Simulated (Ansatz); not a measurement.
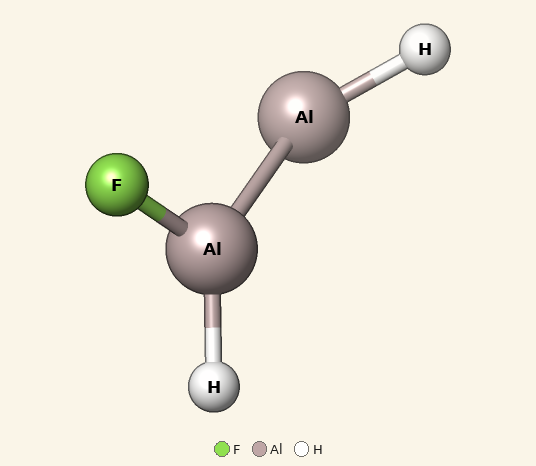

Ball-and-stick drawing of a structure. Every bond is drawn as one stick, whatever its order.

State: neutral, doublet.

Identify the structure.

It has 5 atoms: 2 aluminium, 1 fluorine and 2 hydrogen (Al₂FH₂). SMILES: `[F][AlH][AlH]`. This geometry has C1 symmetry. It is an open-shell species. Coordination: 1 Al trigonal planar; 1 Al bent.

The parts below concern this one geometry. Atoms keep their numbers from picture to picture. Computed geometry: PBE0-D4/def2-TZVP optimisation. No frequency run is at hand to confirm it as a minimum.

### Geometry

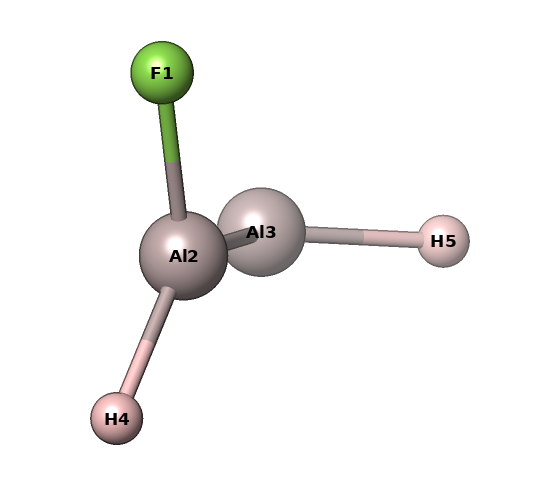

Al3 lies behind Al2. The molecule seen a little off the Al2–Al3 bond, Al2 in front. Distant atoms are faded towards the background colour. No frequency run is at hand to confirm it as a minimum.

What is the torsion angle F1–Al2–Al3–H5? The sign is positive where the front bond must turn clockwise to cover the back bond.

Answer. 96°, about perpendicular.

### Electronic properties

No frequency run is at hand to confirm it as a minimum. Properties computed with UHF-CCSD(T), frozen core/def2-TZVPP (Ansatz 0.2.0).

Predict the main results.

- ⟨S²⟩ of the determinant: 0.792
- T1 diagnostic: 0.020

### Dipole moment

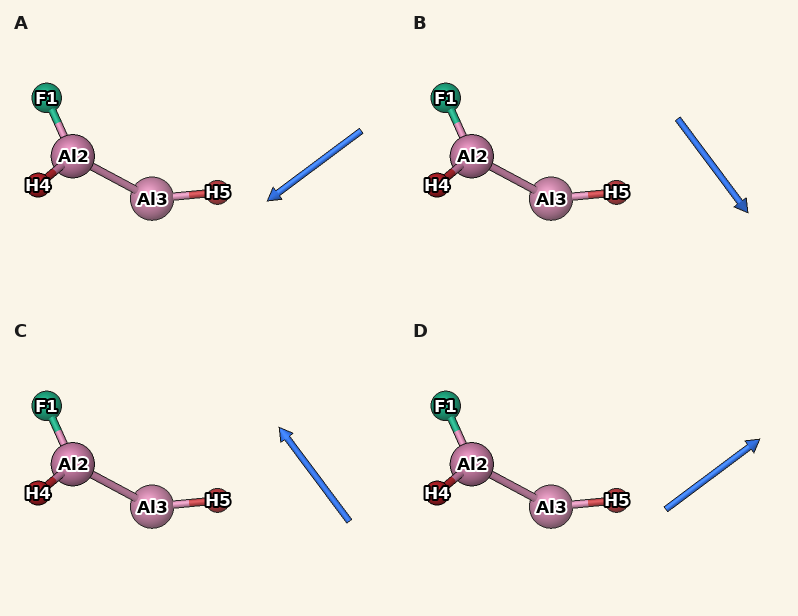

The same molecule four times, each with an arrow. No frequency run is at hand to confirm it as a minimum. Level of theory: UKS PBE0-D4/def2-TZVP (Ansatz 0.2.0).

Which arrow points along the dipole moment, from the negative to the positive end?

Answer. B. The dipole moment is 1.81 D; it points from the side of F1 to the side of H5 (the outermost atoms at the two ends).

### Charges

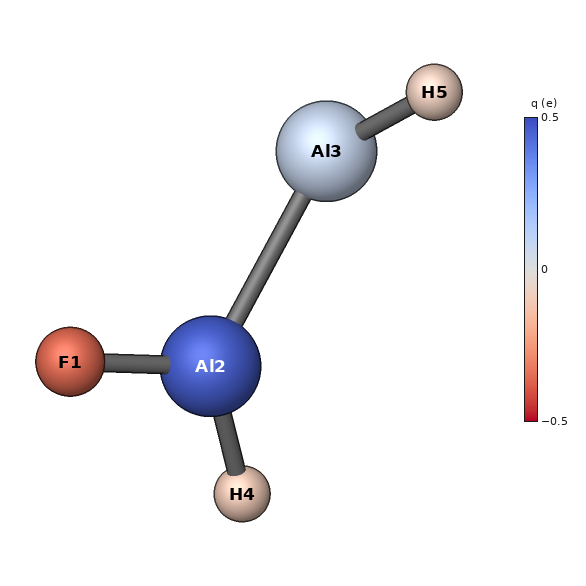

Atoms are coloured by their Mulliken charges. No frequency run is at hand to confirm it as a minimum. Properties computed with UKS PBE0-D4/def2-TZVP (Ansatz 0.2.0).

Which atom carries the highest charge (most positive or least negative)?

Answer. Al2 (0.45 e).

And the lowest?

Answer. F1 (−0.35 e).

List the Mulliken charges.

```csv
atom,value (e)
F1,−0.35
Al2,0.45
Al3,0.07
H4,−0.10
H5,−0.08
```

Mulliken values depend strongly on the basis set and can even reverse the polarity of a bond.
